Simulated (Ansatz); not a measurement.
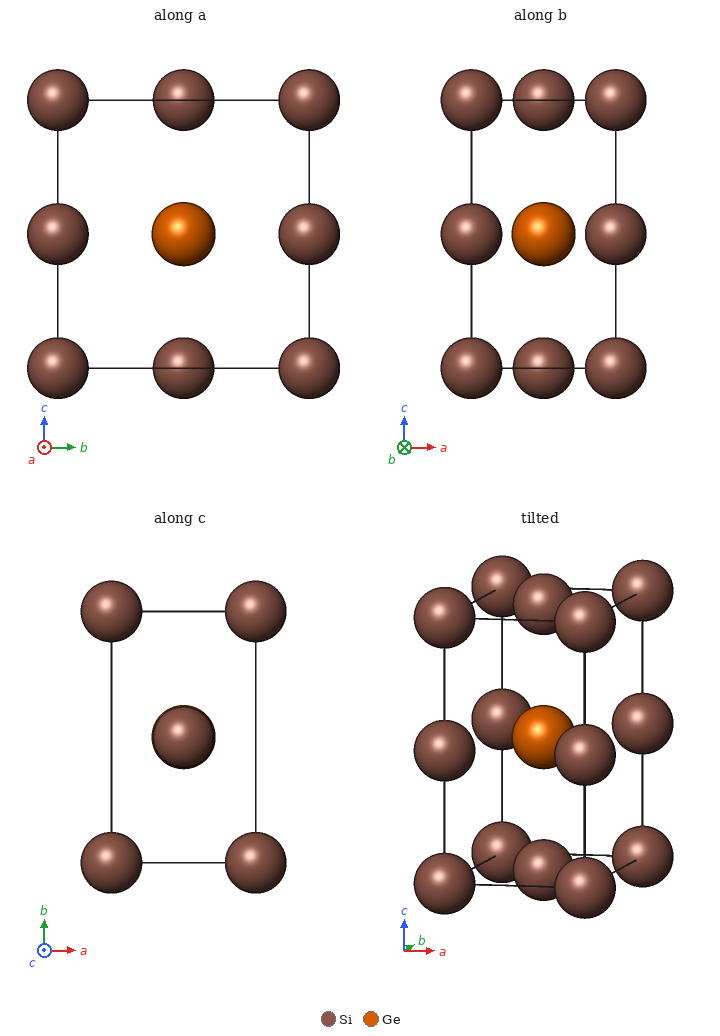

The figure gives a spheres-only picture of the atoms, viewed along the a axis, along the b axis, along the c axis and slightly off an axis. The parallelepiped is the conventional unit cell.

Lattice parameters: a = 2.709 Å, b = 4.720 Å, c = 5.034 Å, α = 90.00°, β = 90.00°, γ = 90.00°.

Record the structure as a table of Wyckoff sites.

Answer. Space group Pmmm (No. 47).
| atom | site | x | y | z |
| --- | --- | --- | --- | --- |
| Si | 1c | 0.0000 | 0.0000 | 0.5000 |
| Si | 1a | 0.0000 | 0.0000 | 0.0000 |
| Si | 1f | 0.5000 | 0.5000 | 0.0000 |
| Ge | 1h | 0.5000 | 0.5000 | 0.5000 |

The model was built from a structure type filled with these elements by a generator (whether the compound takes this form wasn't checked). The structure drawn was relaxed with Ansatz 0.2.0, DFT PBE, scalar-relativistic, plane waves, PAW.
